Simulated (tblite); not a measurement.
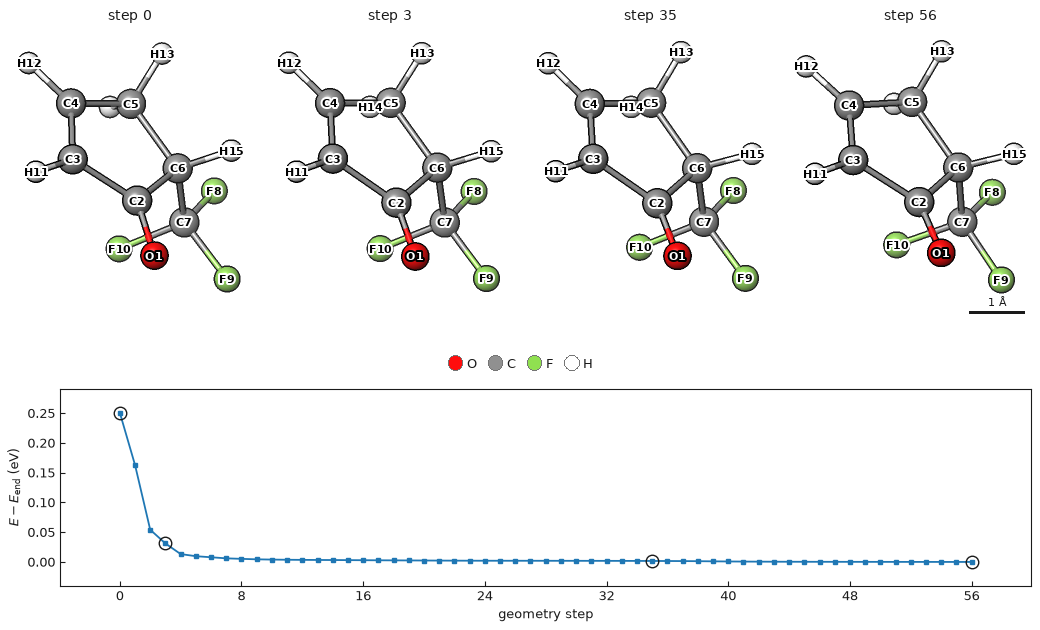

Frames of a relaxation of C$_{6}$H$_{5}$F$_{3}$O, marked on the history of the run. The picture is a ball-and-stick view, seen from a free direction.

Computed with GFN2-xTB geometry optimisation, gas phase (tblite). 

Question: Describe the path.

Answer: O1 moves most after the best rigid fit: 0.17 Å. Largest moves by element: O 0.17 Å, H 0.13 Å, C 0.12 Å, F 0.11 Å. Some distances before and after: C2–C6 1.487 → 1.549 Å, O1–C2 1.234 → 1.200 Å, C7–F9 1.353 → 1.331 Å, C6–C7 1.502 → 1.520 Å. Among the angles between lasting bonds that change: O1–C2–C3 121.8° → 129.0°, C3–C2–C6 112.5° → 106.2°, C2–C3–C4 105.6° → 111.1°. After 56 geometry steps the energy has fallen by 0.251 eV. Cost: 0.34 s on 1 thread of AMD EPYC 7B13 (shared host). From step 0 to 3: C2 moves most (0.06 Å), energy −0.220 eV. From step 3 to 35: O1 moves most (0.07 Å), energy −0.029 eV. From step 35 to 56: O1 moves most (0.10 Å), energy −0.002 eV.

```tsv
step	E − E(0), eV
0	0.0000
1	-0.0878
2	-0.1968
3	-0.2198
4	-0.2376
5	-0.2412
6	-0.2430
7	-0.2448
8	-0.2457
9	-0.2465
10	-0.2469
12	-0.2474
15	-0.2478
17	-0.2481
20	-0.2485
22	-0.2487
25	-0.2489
27	-0.2489
29	-0.2490
32	-0.2491
34	-0.2492
37	-0.2494
39	-0.2499
41	-0.2503
44	-0.2506
46	-0.2507
49	-0.2508
51	-0.2508
54	-0.2509
56	-0.2509
```
